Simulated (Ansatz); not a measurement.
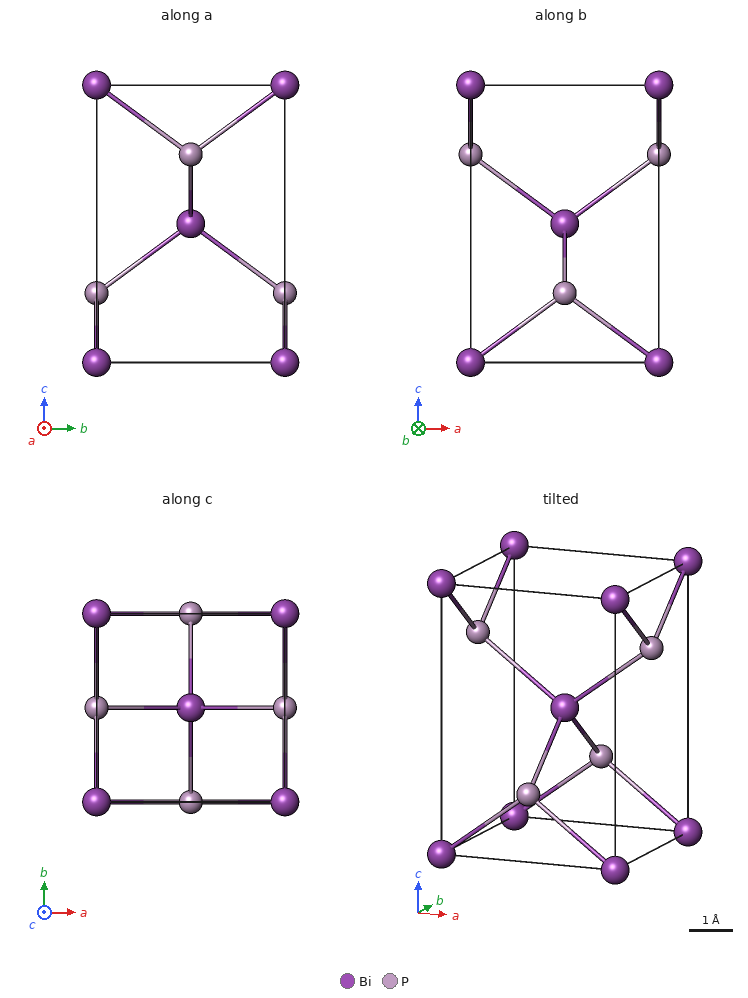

The figure gives a ball-and-stick picture of the atoms, viewed along the a axis, along the b axis, along the c axis and slightly off an axis. The lines enclose the conventional unit cell; boundary atoms appear with their images.

Lattice parameters: a = 4.4149 Å, b = 4.4149 Å, c = 6.5038 Å, α = 90.000°, β = 90.000°, γ = 90.000°.

From the views, write a CIF with its space group and independent sites.

Answer.
```cif
data_structure
_symmetry_space_group_name_H-M 'I -4 m 2'
_symmetry_Int_Tables_number 119
_cell_length_a 4.4149
_cell_length_b 4.4149
_cell_length_c 6.5038
_cell_angle_alpha 90.000
_cell_angle_beta 90.000
_cell_angle_gamma 90.000
_cell_volume 126.77
loop_
_atom_site_label
_atom_site_type_symbol
_atom_site_symmetry_multiplicity
_atom_site_Wyckoff_symbol
_atom_site_fract_x
_atom_site_fract_y
_atom_site_fract_z
_atom_site_occupancy
Bi1 Bi 2 a 0.0000 0.0000 0.0000 1
P1 P 2 d 0.5000 0.0000 0.2500 1
```

The initial geometry was a structure type filled with these elements by a generator (whether the compound takes this form wasn't checked). The cell was then strained or its atoms displaced on purpose. It went into a calculation with Ansatz.

At this level of theory the cell isn't at rest (compressed, at 4 GPa), so its distances can differ from those at equilibrium, the more so the softer the solid.
